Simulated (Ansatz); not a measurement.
Input file:

```
crystal:
  lattice:
    - [-2.0952521551, 2.0952521551, 5.9232188069]
    - [2.0952521551, -2.0952521551, 5.9232188069]
    - [2.0952521551, 2.0952521551, -5.9232188069]
  atoms:
    - { symbol: Zr, position: [0.3734011225, 0.3734011225, 0.0] }
    - { symbol: Zr, position: [0.6265988775, 0.6265988775, 0.0] }
    - { symbol: Ag, position: [0.0, 0.0, 0.0] }
    - { symbol: O, position: [0.7799210104, 0.7799210104, 0.0] }
    - { symbol: O, position: [0.0, 0.5, 0.5] }
    - { symbol: O, position: [0.5, 0.0, 0.5] }
    - { symbol: O, position: [0.2200789896, 0.2200789896, 0.0] }
basis:
  ecutwfc: 420
kpoints:
  mp_grid: { grid: [12, 12, 12] }
hamiltonian:
  xc: pbe
scf:
  occupations: { method: gaussian, width: 0.1 }
output:
  forces: true
  stress: true
  eigenvalues: true
  write_density: true
  write_potential: true
  elf: true
  volumetric_format: npy
relax:
  adjacent_minimum: "off"
  f_tol: 0.01
  max_steps: 80
  cell: { stress_tol: 0.05 }
```

Run with:

```sh
ansatz run input.yaml --threads 1 --pin off --max-ram 2560MiB --backend cpu --events-out ev --progress --plain --runs-dir out
```

Below, planes, directions and counts refer to the conventional cell (a = 4.19 Å, b = 4.19 Å, c = 11.85 Å, α = 90.00°, β = 90.00°, γ = 90.00°).

Space group I4/mmm; a structure generated by program, which may or may not match a known phase; computed without spin polarisation.

These are results of DFT PBE, scalar-relativistic, plane waves, PAW (Ansatz), not measurements.

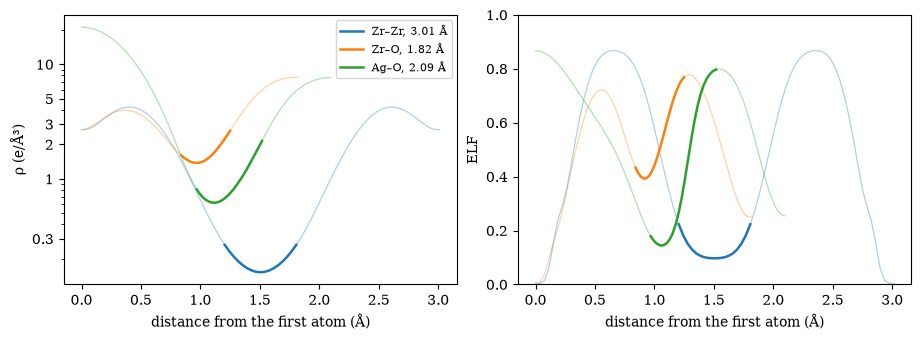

Zr2AgO4. Valence charge density (pseudo) and electron localisation function along straight lines between neighbouring atoms. Thin, pale parts lie inside the atomic spheres.

In a PAW calculation such maps are meaningful between the atoms, not at the nuclei.

> What can be read from the curves?

Zr–Zr (3.01 Å): ρ is about 0.15 e/Å³ halfway; the ELF is about 0.10 at the midpoint: no shared electron pair shows on this line.
Zr–O (1.82 Å): ρ is about 1.4 e/Å³ halfway; the ELF peaks at about 0.80 in the valence shell of O, 0.5 Å from its nucleus, and drops to about 0.40 between the two atoms.
Ag–O (2.09 Å): ρ is about 0.65 e/Å³ halfway; the ELF peaks at about 0.80 in the valence shell of O, 0.5 Å from its nucleus, and drops to about 0.15 between the two atoms: no shared electron pair shows on this line.
